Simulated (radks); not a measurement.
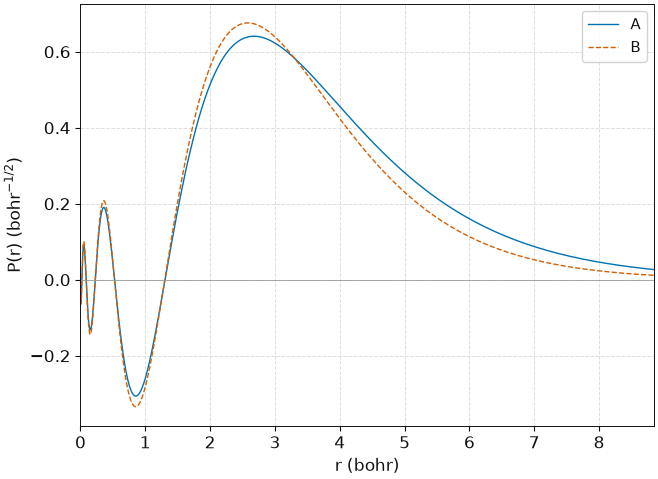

Two charge states of tantalum were computed: Ta in [Xe] 4f14 5d3 6s2 (open shells shared over both j by 2j + 1); Ta⁺ in [Xe] 4f14 5d3 6s1 (open shells shared over both j by 2j + 1). Method: Dirac Kohn-Sham, Slater X-alpha with alpha = 0.918, spin-unpolarised, spherical densities, point nucleus; computed with the in-house radial solver radks.

The plot shows P(r) = r R(r) of the 6s orbital in both runs (large components where relativistic).

Question: Assign A and B.

Answer: A is Ta in [Xe] 4f14 5d3 6s2 (open shells shared over both j by 2j + 1) (⟨r⟩ = 3.16 bohr, eigenvalue −6.12 eV); B is Ta⁺ in [Xe] 4f14 5d3 6s1 (open shells shared over both j by 2j + 1) (⟨r⟩ = 2.95 bohr, eigenvalue −12.6 eV). Fewer electrons screen less, so the orbital shrinks.
